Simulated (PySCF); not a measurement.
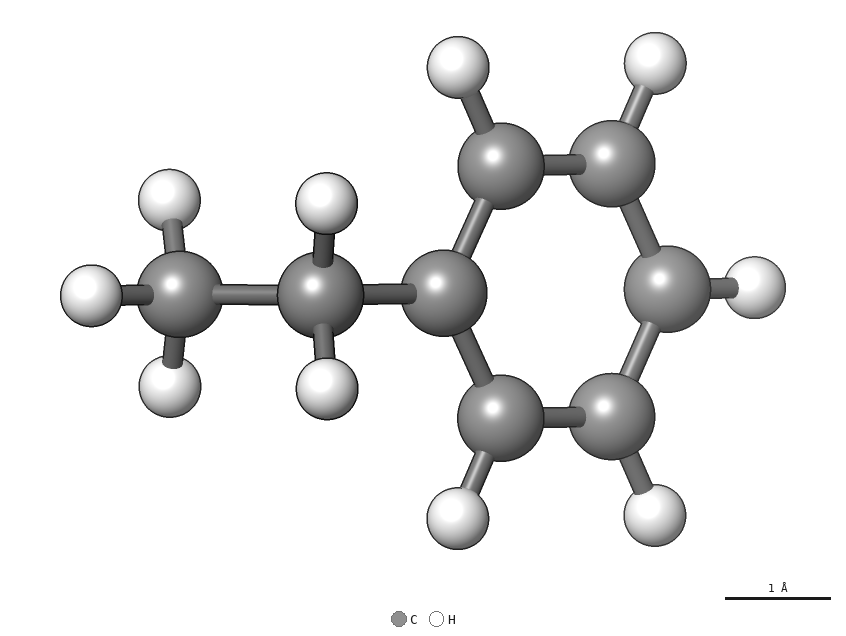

Rendered structure (ball-and-stick style).

The geometry was computed by an optimisation with PBE0-D3(BJ)/def2-SVP. No frequency run is at hand to confirm it as a minimum.

What is the molecular formula?

C8H10, 18 atoms: 8 carbon and 10 hydrogen.

Which point group does it belong to?

Cs.

Give a SMILES string for it.

CCc1ccccc1

Describe its rings.

Independent rings (smallest set): 1 of 6 members, 1 of them aromatic.

The parts below concern this one geometry. Atoms keep their numbers from picture to picture.

### Ring current

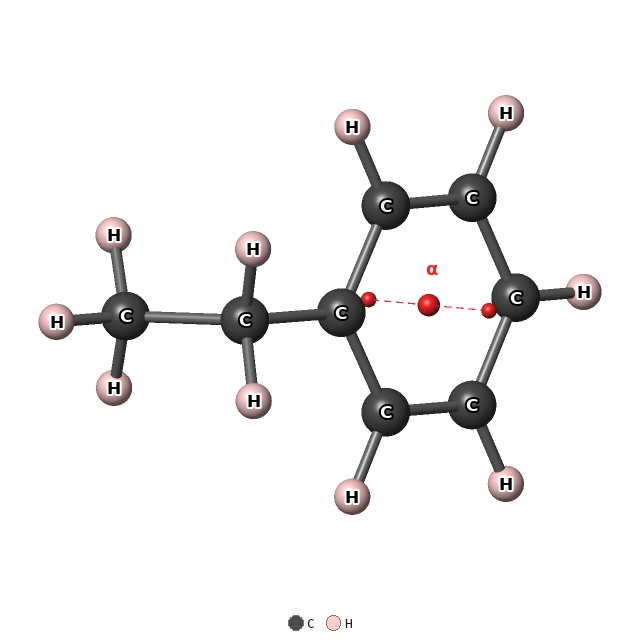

The small points mark where nucleus-independent chemical shifts (NICS) were computed: at the centre of each lettered ring and 1 Å above and below it. No frequency run is at hand to confirm it as a minimum. Properties computed with GIAO PBE0/pcSseg-1 NMR shielding, non-relativistic, gas phase (PySCF 2.14.0).

Give NICS(0), NICS(1) and the out-of-plane component NICS(1)zz for each ring (means of the two sides).

```
ring  members  NICS(0)  NICS(1)  NICS(1)zz
   α       C6     −8.8    −11.4      −28.6
```

Values in ppm.

What do the values say about the ring currents?

Ring α: diatropic, as in an aromatic ring. NICS is one index among several.

### NMR shielding

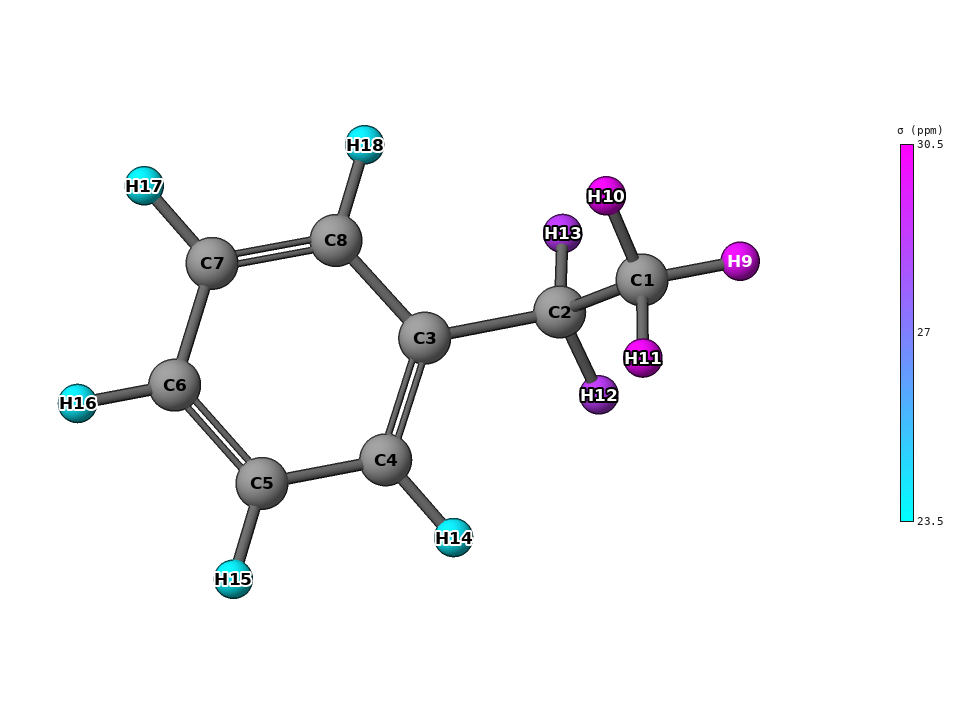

Atoms are coloured by their isotropic NMR shieldings (H only, the others grey). No frequency run is at hand to confirm it as a minimum. Properties computed with GIAO PBE0/pcSseg-1 NMR shielding, non-relativistic, gas phase (PySCF 2.14.0).

List the isotropic NMR shieldings of the H atoms.

```tsv
atom	σ (ppm)
H9	29.96
H10	30.20
H11	30.20
H12	28.79
H13	28.80
H14	23.96
H15	23.85
H16	23.96
H17	23.85
H18	23.97
```

### Charges

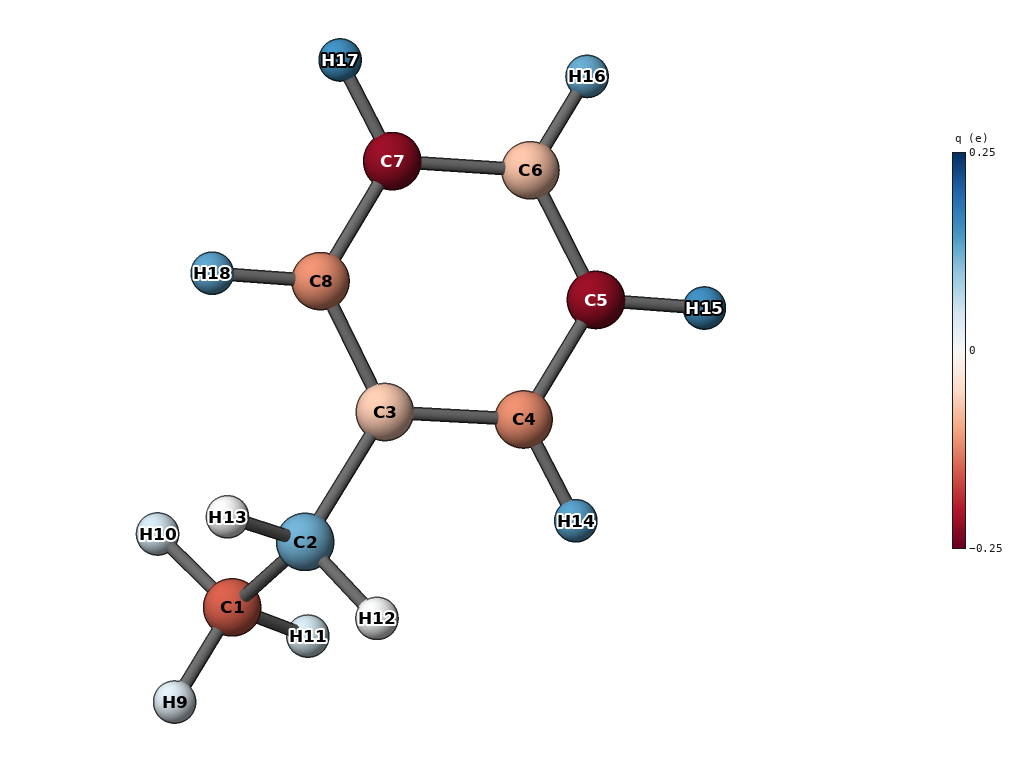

Atoms are coloured by their ESP-fitted charges. No frequency run is at hand to confirm it as a minimum. Properties computed with PBE0/pcSseg-1, gas phase (PySCF 2.14.0).

Which atom carries the highest charge (most positive or least negative)?

H15, H17 (0.15 e).

And the lowest?

C5, C7 (−0.22 e).

Give the ESP-fitted charges atom by atom.

```tsv
atom	value (e)
C1	−0.15
C2	0.12
C3	−0.07
C4	−0.12
C5	−0.22
C6	−0.07
C7	−0.22
C8	−0.11
H9	0.03
H10	0.05
H11	0.05
H12	0.00
H13	0.00
H14	0.14
H15	0.15
H16	0.12
H17	0.15
H18	0.13
```

### Dipole moment

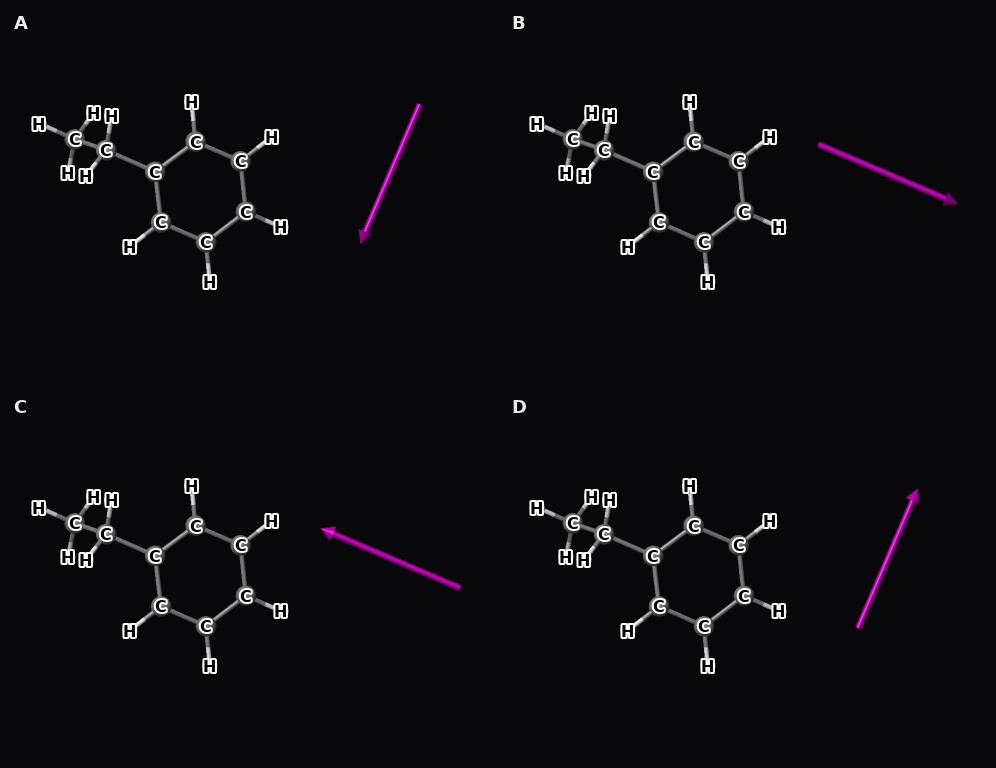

The same molecule four times, each with an arrow. No frequency run is at hand to confirm it as a minimum. Level of theory: B3LYP/pcJ-1, gas phase (PySCF 2.14.0).

Which arrow points along the dipole moment, from the negative to the positive end?

C. The dipole moment is 0.35 D.
